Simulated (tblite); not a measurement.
# C₄H₁₁GeO: geometry relaxation (part 2 of 2)

C₄H₁₁GeO, multiplicity 2, SMILES C[CH2][Ge]([CH3])[O]C; GFN2-xTB geometry optimisation, gas phase (tblite 0.8.0). It belongs to a series of runs on one base structure; here: H removed from Ge.

Geometry of the input (Å):
```
C  -1.9299  -0.3475  0.5314
C  -1.1875  -0.3468  -0.7980
Ge 0.6036  0.4191  -0.5647
C  0.4399  2.3145  -0.1220
O  1.4766  -0.4399  0.7506
C  2.0200  -1.6057  0.1855
H  -2.9407  -0.7955  0.3849
H  -1.3794  -0.9302  1.2979
H  -2.0629  0.6932  0.8971
H  -1.0832  -1.3962  -1.1479
H  -1.7459  0.2369  -1.5453
H  -0.1393  2.8281  -0.9014
H  -0.0881  2.4135  0.8688
H  1.4582  2.7509  -0.0394
H  1.2238  -2.2782  -0.1791
H  2.5806  -2.1430  0.9930
H  2.7473  -1.3612  -0.6213
```

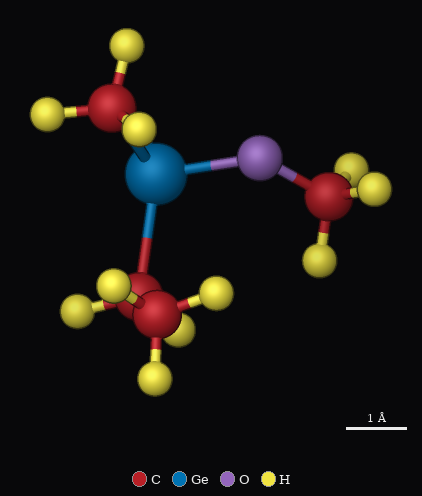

Figure 1. The geometry at step 77 of the log (ball-and-stick view, seen at a tilt).

Trajectory as extended XYZ, continued:
```
17
Properties=species:S:1:pos:R:3:forces:R:3 step=51 energy=-547.93295
C    -1.8468   -0.3335    0.4871    0.0060  -0.0040   0.0010
C    -1.3251   -0.4110   -0.9308   -0.0510  -0.0250   0.0220
Ge    0.5339    0.5759   -1.0769    0.0170   0.0140   0.0100
C     0.4610    2.3184   -0.0094    0.0090  -0.0140  -0.0110
O     1.5752   -0.2572    0.1554    0.0110  -0.0210  -0.0370
C     1.9964   -1.5849    0.2504   -0.0170   0.0170   0.0010
H    -2.7996   -0.8601    0.5797    0.0220  -0.0030  -0.0330
H    -1.1397   -0.7898    1.1776   -0.0040   0.0300   0.0120
H    -2.0055    0.7009    0.7861    0.0060  -0.0150  -0.0010
H    -1.1870   -1.4452   -1.2426    0.0290  -0.0080  -0.0100
H    -2.0020    0.0692   -1.6343   -0.0030   0.0160   0.0150
H    -0.1777    3.0482   -0.4945   -0.0150   0.0020  -0.0110
H     0.0830    2.0866    0.9789   -0.0200  -0.0020   0.0370
H     1.4637    2.7179    0.0841    0.0210   0.0310  -0.0130
H     1.2025   -2.2953   -0.0013    0.0090   0.0140  -0.0020
H     2.3058   -1.7583    1.2852    0.0090  -0.0210  -0.0120
H     2.8548   -1.7697   -0.4047   -0.0300  -0.0110   0.0320
17
Properties=species:S:1:pos:R:3:forces:R:3 step=55 energy=-547.93402
C    -1.8398   -0.3345    0.4847    0.0010  -0.0020   0.0040
C    -1.3282   -0.4139   -0.9350    0.0310   0.0100  -0.0050
Ge    0.5306    0.5841   -1.0811   -0.0050  -0.0100  -0.0020
C     0.4621    2.3236   -0.0044    0.0000   0.0030   0.0090
O     1.5691   -0.2611    0.1428    0.0160   0.0200   0.0090
C     1.9875   -1.5872    0.2519   -0.0020  -0.0100  -0.0020
H    -2.7858   -0.8706    0.5827    0.0000  -0.0130  -0.0030
H    -1.1226   -0.7778    1.1725   -0.0040   0.0040   0.0210
H    -2.0058    0.6991    0.7809   -0.0100   0.0040  -0.0060
H    -1.1769   -1.4476   -1.2437    0.0030   0.0100  -0.0140
H    -2.0090    0.0625   -1.6371   -0.0030  -0.0060   0.0140
H    -0.1833    3.0526   -0.4843    0.0020  -0.0220   0.0010
H     0.0907    2.0905    0.9878    0.0120   0.0080  -0.0110
H     1.4652    2.7279    0.0785   -0.0180   0.0090   0.0000
H     1.1961   -2.3000    0.0030   -0.0240   0.0030  -0.0110
H     2.2956   -1.7573    1.2876   -0.0070   0.0080   0.0040
H     2.8475   -1.7783   -0.3968    0.0070  -0.0180  -0.0080
17
Properties=species:S:1:pos:R:3:forces:R:3 step=59 energy=-547.93498
C    -1.8315   -0.3363    0.4838    0.0040  -0.0020   0.0060
C    -1.3210   -0.4147   -0.9368   -0.0060   0.0020   0.0070
Ge    0.5295    0.5875   -1.0829    0.0370   0.0140   0.0120
C     0.4642    2.3234   -0.0001   -0.0110   0.0170  -0.0110
O     1.5694   -0.2581    0.1396    0.0060  -0.0130  -0.0120
C     1.9752   -1.5885    0.2518    0.0180   0.0070  -0.0050
H    -2.7699   -0.8859    0.5823    0.0080   0.0020   0.0140
H    -1.1089   -0.7626    1.1768   -0.0030  -0.0140   0.0050
H    -2.0101    0.6975    0.7729   -0.0260  -0.0080  -0.0080
H    -1.1655   -1.4463   -1.2505    0.0010   0.0020   0.0100
H    -2.0120    0.0562   -1.6324    0.0140   0.0080  -0.0110
H    -0.1897    3.0452   -0.4776   -0.0240   0.0060  -0.0100
H     0.1014    2.0939    0.9957    0.0160  -0.0100  -0.0050
H     1.4632    2.7391    0.0717   -0.0020  -0.0060   0.0050
H     1.1787   -2.2964    0.0005    0.0050   0.0320   0.0190
H     2.2834   -1.7541    1.2884   -0.0340  -0.0210   0.0020
H     2.8366   -1.7878   -0.3930   -0.0030  -0.0150  -0.0190
17
Properties=species:S:1:pos:R:3:forces:R:3 step=62 energy=-547.93595
C    -1.8214   -0.3387    0.4836   -0.0140   0.0020  -0.0050
C    -1.3143   -0.4151   -0.9389   -0.0090  -0.0020   0.0130
Ge    0.5336    0.5940   -1.0856    0.0060   0.0110  -0.0110
C     0.4647    2.3263    0.0030    0.0060  -0.0160  -0.0270
O     1.5727   -0.2553    0.1307    0.0360   0.0060   0.0040
C     1.9654   -1.5884    0.2512   -0.0140  -0.0010  -0.0030
H    -2.7506   -0.9020    0.5865   -0.0060  -0.0120   0.0130
H    -1.0939   -0.7487    1.1820    0.0020   0.0000  -0.0240
H    -2.0197    0.6943    0.7623   -0.0090  -0.0060   0.0140
H    -1.1545   -1.4449   -1.2563    0.0060  -0.0050   0.0250
H    -2.0134    0.0506   -1.6303    0.0330   0.0160  -0.0100
H    -0.2011    3.0392   -0.4695   -0.0320   0.0340  -0.0060
H     0.1175    2.0924    1.0021   -0.0180  -0.0200   0.0220
H     1.4602    2.7492    0.0665    0.0230   0.0190  -0.0110
H     1.1602   -2.2861    0.0028   -0.0060   0.0000  -0.0040
H     2.2621   -1.7524    1.2912    0.0060  -0.0200  -0.0010
H     2.8256   -1.8023   -0.3913   -0.0100  -0.0050   0.0100
17
Properties=species:S:1:pos:R:3:forces:R:3 step=66 energy=-547.93767
C    -1.8176   -0.3438    0.4857   -0.0090  -0.0040   0.0120
C    -1.3001   -0.4142   -0.9327    0.0180   0.0080  -0.0110
Ge    0.5504    0.6020   -1.0773   -0.0380  -0.0290   0.0120
C     0.4648    2.3400    0.0004   -0.0210   0.0450   0.0380
O     1.5861   -0.2559    0.1396    0.0090   0.0220   0.0040
C     1.9520   -1.5977    0.2486    0.0010  -0.0030   0.0080
H    -2.7335   -0.9292    0.5905    0.0010  -0.0030  -0.0150
H    -1.0848   -0.7352    1.1891    0.0080   0.0140  -0.0140
H    -2.0428    0.6855    0.7573    0.0070  -0.0050   0.0250
H    -1.1332   -1.4423   -1.2523    0.0020  -0.0020   0.0240
H    -1.9943    0.0526   -1.6278    0.0190   0.0090  -0.0190
H    -0.2245    3.0336   -0.4757    0.0550  -0.0310   0.0540
H     0.1309    2.1103    1.0088    0.0120  -0.0020  -0.0840
H     1.4535    2.7862    0.0511   -0.0580  -0.0050  -0.0220
H     1.1347   -2.2786   -0.0043   -0.0300   0.0010  -0.0180
H     2.2451   -1.7797    1.2866    0.0150   0.0000  -0.0030
H     2.8063   -1.8216   -0.3975    0.0080  -0.0160   0.0100
17
Properties=species:S:1:pos:R:3:forces:R:3 step=70 energy=-547.93942
C    -1.8048   -0.3475    0.4849    0.0030   0.0100   0.0090
C    -1.2858   -0.4142   -0.9339   -0.0030   0.0010   0.0130
Ge    0.5535    0.6096   -1.0801    0.0200  -0.0010  -0.0020
C     0.4647    2.3441    0.0027   -0.0010  -0.0260  -0.0260
O     1.6021   -0.2436    0.1312   -0.0110  -0.0360   0.0030
C     1.9284   -1.5960    0.2487    0.0050   0.0010  -0.0060
H    -2.7004   -0.9626    0.5989    0.0160   0.0130  -0.0200
H    -1.0551   -0.7071    1.1880   -0.0090   0.0010  -0.0030
H    -2.0609    0.6766    0.7489    0.0010  -0.0060   0.0220
H    -1.1120   -1.4428   -1.2479   -0.0110   0.0060  -0.0060
H    -1.9783    0.0511   -1.6320    0.0070  -0.0270  -0.0070
H    -0.2444    3.0258   -0.4539   -0.0110   0.0290   0.0090
H     0.1558    2.0977    1.0116   -0.0080  -0.0030   0.0160
H     1.4449    2.8056    0.0326    0.0010   0.0160  -0.0020
H     1.0924   -2.2549   -0.0071    0.0080   0.0270  -0.0010
H     2.2124   -1.7829    1.2887   -0.0010   0.0060  -0.0090
H     2.7805   -1.8468   -0.3912   -0.0080  -0.0110   0.0100
17
Properties=species:S:1:pos:R:3:forces:R:3 step=73 energy=-547.93984
C    -1.8000   -0.3477    0.4856    0.0060   0.0040  -0.0090
C    -1.2808   -0.4133   -0.9331    0.0100   0.0010  -0.0090
Ge    0.5574    0.6127   -1.0815    0.0070  -0.0020   0.0000
C     0.4639    2.3466    0.0019   -0.0030   0.0100   0.0040
O     1.6056   -0.2446    0.1280    0.0030   0.0030   0.0010
C     1.9220   -1.5985    0.2483   -0.0040  -0.0030   0.0000
H    -2.6877   -0.9730    0.5990   -0.0060   0.0000  -0.0080
H    -1.0464   -0.6980    1.1883    0.0000  -0.0050   0.0090
H    -2.0683    0.6728    0.7492    0.0050   0.0090   0.0140
H    -1.1043   -1.4414   -1.2474   -0.0010  -0.0060   0.0060
H    -1.9739    0.0459   -1.6342   -0.0040  -0.0050   0.0000
H    -0.2525    3.0274   -0.4459   -0.0120   0.0020  -0.0020
H     0.1638    2.0991    1.0139    0.0010  -0.0080  -0.0010
H     1.4398    2.8181    0.0257    0.0050   0.0000  -0.0010
H     1.0799   -2.2477   -0.0084   -0.0040  -0.0090  -0.0030
H     2.2018   -1.7861    1.2892    0.0000   0.0050  -0.0050
H     2.7727   -1.8601   -0.3888   -0.0030   0.0030   0.0030
17
Properties=species:S:1:pos:R:3:forces:R:3 step=77 energy=-547.93996
C    -1.8011   -0.3465    0.4855    0.0010   0.0000   0.0050
C    -1.2804   -0.4126   -0.9330   -0.0010  -0.0010   0.0070
Ge    0.5583    0.6118   -1.0816   -0.0010   0.0080  -0.0050
C     0.4630    2.3470    0.0014    0.0000  -0.0030  -0.0030
O     1.6078   -0.2449    0.1268   -0.0010   0.0000  -0.0010
C     1.9241   -1.5988    0.2479   -0.0030   0.0020  -0.0010
H    -2.6916   -0.9691    0.5955    0.0040   0.0090  -0.0040
H    -1.0503   -0.7016    1.1895   -0.0040  -0.0050  -0.0030
H    -2.0661    0.6743    0.7537    0.0080  -0.0040  -0.0060
H    -1.1070   -1.4420   -1.2454    0.0050   0.0010   0.0040
H    -1.9739    0.0459   -1.6345    0.0020  -0.0020   0.0020
H    -0.2528    3.0287   -0.4467   -0.0020  -0.0050   0.0020
H     0.1611    2.0967    1.0121    0.0020  -0.0010   0.0000
H     1.4399    2.8167    0.0271   -0.0040   0.0020   0.0010
H     1.0824   -2.2490   -0.0087    0.0010  -0.0010   0.0010
H     2.2043   -1.7843    1.2888   -0.0030  -0.0040   0.0040
H     2.7754   -1.8604   -0.3883   -0.0030   0.0020  -0.0030
17
Properties=species:S:1:pos:R:3:forces:R:3 step=81 energy=-547.94005
C    -1.7963   -0.3465    0.4855    0.0000  -0.0010  -0.0050
C    -1.2763   -0.4130   -0.9330    0.0030  -0.0010  -0.0030
Ge    0.5603    0.6153   -1.0832   -0.0040  -0.0110   0.0000
C     0.4627    2.3485    0.0015    0.0000  -0.0050   0.0020
O     1.6068   -0.2438    0.1270   -0.0070   0.0010  -0.0030
C     1.9178   -1.5990    0.2479    0.0040   0.0010   0.0000
H    -2.6843   -0.9718    0.5942   -0.0140  -0.0010   0.0060
H    -1.0453   -0.6988    1.1899    0.0050  -0.0060   0.0020
H    -2.0651    0.6733    0.7521    0.0070   0.0100   0.0000
H    -1.1010   -1.4426   -1.2433    0.0100   0.0010   0.0000
H    -1.9720    0.0420   -1.6345    0.0030   0.0010   0.0000
H    -0.2590    3.0264   -0.4425    0.0000   0.0010   0.0010
H     0.1672    2.0953    1.0134   -0.0010  -0.0010   0.0030
H     1.4376    2.8223    0.0236   -0.0030   0.0080  -0.0030
H     1.0746   -2.2472   -0.0093   -0.0010   0.0070   0.0020
H     2.1971   -1.7860    1.2890   -0.0040  -0.0010  -0.0030
H     2.7682   -1.8627   -0.3883    0.0020  -0.0030  -0.0010
17
Properties=species:S:1:pos:R:3:forces:R:3 step=84 energy=-547.94017
C    -1.7963   -0.3457    0.4864    0.0010  -0.0010  -0.0020
C    -1.2730   -0.4126   -0.9306    0.0010  -0.0040  -0.0080
Ge    0.5620    0.6147   -1.0833    0.0020  -0.0040   0.0100
C     0.4616    2.3483   -0.0001   -0.0050   0.0070   0.0110
O     1.6060   -0.2441    0.1292    0.0000   0.0010  -0.0010
C     1.9177   -1.5993    0.2471    0.0030  -0.0050   0.0010
H    -2.6896   -0.9649    0.5892   -0.0060   0.0070   0.0130
H    -1.0497   -0.7061    1.1916   -0.0020  -0.0020   0.0020
H    -2.0579    0.6757    0.7548    0.0040   0.0020   0.0020
H    -1.0963   -1.4426   -1.2384    0.0050  -0.0030  -0.0090
H    -1.9681    0.0413   -1.6331   -0.0010   0.0000  -0.0080
H    -0.2624    3.0242   -0.4438    0.0000  -0.0030  -0.0010
H     0.1661    2.0945    1.0120    0.0040  -0.0010  -0.0040
H     1.4341    2.8271    0.0228   -0.0030   0.0000  -0.0040
H     1.0746   -2.2471   -0.0104   -0.0090   0.0030  -0.0040
H     2.1971   -1.7898    1.2876    0.0020   0.0070  -0.0040
H     2.7673   -1.8616   -0.3909    0.0030  -0.0030   0.0030
17
Properties=species:S:1:pos:R:3:forces:R:3 step=88 energy=-547.94033
C    -1.7939   -0.3450    0.4860   -0.0040   0.0010   0.0010
C    -1.2710   -0.4143   -0.9317   -0.0070  -0.0010   0.0080
Ge    0.5618    0.6152   -1.0849    0.0010   0.0110  -0.0010
C     0.4600    2.3481    0.0012    0.0040  -0.0050  -0.0130
O     1.6054   -0.2434    0.1259    0.0160  -0.0060   0.0050
C     1.9158   -1.5989    0.2465   -0.0080   0.0080  -0.0030
H    -2.6927   -0.9565    0.5901    0.0040   0.0070   0.0030
H    -1.0504   -0.7113    1.1919   -0.0030   0.0000  -0.0100
H    -2.0474    0.6784    0.7555    0.0050  -0.0040  -0.0040
H    -1.0909   -1.4444   -1.2378   -0.0060   0.0000  -0.0070
H    -1.9672    0.0376   -1.6348    0.0040  -0.0090  -0.0010
H    -0.2669    3.0223   -0.4397   -0.0090  -0.0020   0.0040
H     0.1689    2.0884    1.0124   -0.0010   0.0080   0.0120
H     1.4308    2.8303    0.0218    0.0020  -0.0030   0.0000
H     1.0708   -2.2449   -0.0105    0.0070  -0.0010  -0.0020
H     2.1934   -1.7860    1.2878    0.0040  -0.0040   0.0020
H     2.7664   -1.8636   -0.3896   -0.0080  -0.0010   0.0050
17
Properties=species:S:1:pos:R:3:forces:R:3 step=92 energy=-547.94045
C    -1.7911   -0.3447    0.4858    0.0030   0.0000  -0.0010
C    -1.2675   -0.4156   -0.9312    0.0030  -0.0010  -0.0060
Ge    0.5640    0.6185   -1.0856   -0.0030  -0.0100   0.0070
C     0.4584    2.3495    0.0016   -0.0040   0.0020   0.0110
O     1.6086   -0.2430    0.1242    0.0000   0.0090  -0.0020
C     1.9112   -1.5996    0.2460    0.0080  -0.0020   0.0040
H    -2.6923   -0.9519    0.5913   -0.0030  -0.0020  -0.0060
H    -1.0492   -0.7142    1.1912    0.0050  -0.0010   0.0010
H    -2.0403    0.6794    0.7552    0.0040   0.0060  -0.0010
H    -1.0831   -1.4450   -1.2368   -0.0090  -0.0040   0.0030
H    -1.9637    0.0324   -1.6363   -0.0040   0.0010  -0.0020
H    -0.2758    3.0187   -0.4353   -0.0010  -0.0030   0.0030
H     0.1738    2.0891    1.0151    0.0040   0.0060  -0.0030
H     1.4261    2.8382    0.0179   -0.0010  -0.0010  -0.0040
H     1.0646   -2.2428   -0.0121   -0.0010   0.0050   0.0020
H     2.1880   -1.7877    1.2876   -0.0040  -0.0030  -0.0010
H     2.7612   -1.8692   -0.3884    0.0030  -0.0020  -0.0040
17
Properties=species:S:1:pos:R:3:forces:R:3 step=95 energy=-547.94053
C    -1.7900   -0.3442    0.4854    0.0030   0.0010  -0.0030
C    -1.2669   -0.4171   -0.9318   -0.0030  -0.0030  -0.0030
Ge    0.5634    0.6184   -1.0850    0.0020  -0.0040  -0.0060
C     0.4573    2.3493    0.0027   -0.0020   0.0000   0.0040
O     1.6118   -0.2414    0.1220   -0.0010  -0.0020   0.0030
C     1.9112   -1.5988    0.2461    0.0000  -0.0040  -0.0010
H    -2.6946   -0.9468    0.5908    0.0070   0.0050  -0.0030
H    -1.0488   -0.7174    1.1900   -0.0040   0.0000  -0.0020
H    -2.0329    0.6818    0.7549    0.0000  -0.0050  -0.0010
H    -1.0836   -1.4469   -1.2368   -0.0030  -0.0070   0.0060
H    -1.9633    0.0294   -1.6379   -0.0030   0.0070   0.0020
H    -0.2799    3.0168   -0.4316    0.0000   0.0020  -0.0030
H     0.1760    2.0884    1.0164    0.0020   0.0020   0.0120
H     1.4241    2.8398    0.0166   -0.0030   0.0000  -0.0060
H     1.0635   -2.2406   -0.0121   -0.0080   0.0060   0.0000
H     2.1854   -1.7867    1.2880    0.0030  -0.0010   0.0050
H     2.7604   -1.8719   -0.3876    0.0090   0.0030  -0.0020
17
Properties=species:S:1:pos:R:3:forces:R:3 step=99 energy=-547.94062
C    -1.7874   -0.3436    0.4842    0.0000   0.0000   0.0010
C    -1.2648   -0.4196   -0.9328   -0.0010   0.0000   0.0010
Ge    0.5651    0.6177   -1.0829    0.0000   0.0080   0.0000
C     0.4553    2.3502    0.0044   -0.0010  -0.0040  -0.0040
O     1.6131   -0.2411    0.1255   -0.0010  -0.0010   0.0020
C     1.9096   -1.5995    0.2460   -0.0010   0.0020  -0.0010
H    -2.6953   -0.9410    0.5893   -0.0020  -0.0010  -0.0010
H    -1.0488   -0.7211    1.1888    0.0010  -0.0010   0.0020
H    -2.0248    0.6833    0.7540   -0.0010   0.0020  -0.0010
H    -1.0826   -1.4504   -1.2349   -0.0020   0.0000  -0.0010
H    -1.9611    0.0270   -1.6391    0.0020   0.0020   0.0000
H    -0.2862    3.0132   -0.4295   -0.0010   0.0000   0.0010
H     0.1799    2.0922    1.0208    0.0030  -0.0010   0.0020
H     1.4202    2.8448    0.0115   -0.0030  -0.0010  -0.0040
H     1.0592   -2.2370   -0.0137    0.0020  -0.0030   0.0000
H     2.1835   -1.7909    1.2876    0.0030  -0.0010  -0.0010
H     2.7582   -1.8721   -0.3891    0.0010  -0.0020   0.0040
```

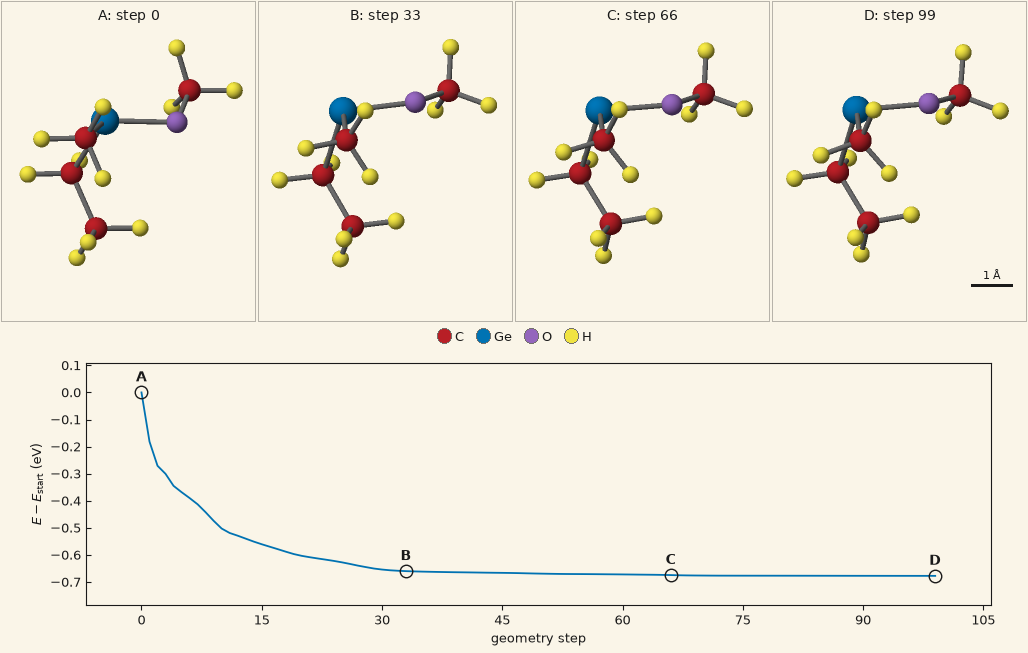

Figure 2. Frames of the relaxation (ball-and-stick view, seen at an oblique angle) above the curves, on which the letters mark them (steps are counted from 0).

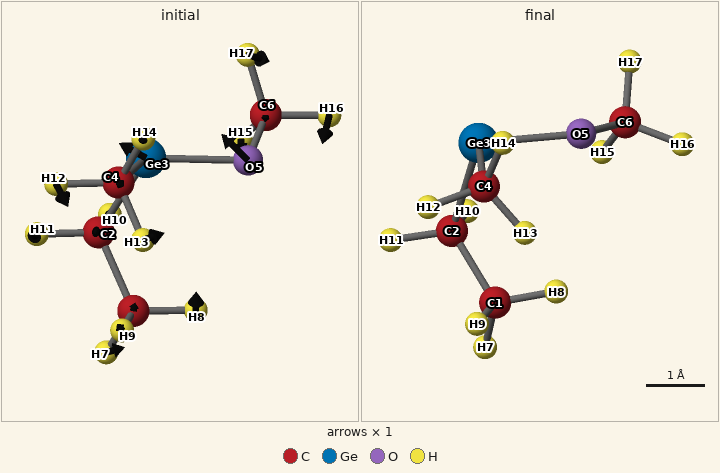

Figure 3. Before (left) and after (right) the relaxation, at one scale (ball-and-stick view, seen at an oblique angle). The black arrows give the displacements, at true length. The atom that moves furthest after the best rigid fit is O5 (0.66 Å). By element the largest moves are O 0.66 Å, H 0.61 Å, Ge 0.55 Å, C 0.17 Å. Distances before and after: C2–Ge3 1.962 → 2.109 Å, Ge3–C4 1.953 → 2.048 Å, C4–H13 1.127 → 1.084 Å, C4–H14 1.111 → 1.084 Å. Among the angles that change: Ge3–O5–C6 106.9° → 129.8°, C4–Ge3–O5 109.8° → 94.5°, C2–Ge3–O5 110.1° → 102.8°. The energy falls by 0.677 eV in 99 geometry steps. Largest force component: 1.6 eV/Å at the start, 0.008 eV/Å at the end. (Atoms are counted from 1 in the order of the input.)

Key numbers:

```tsv
quantity	value
outcome	converged
total energy	−547.9406 eV
peak memory	0.18 GiB
```
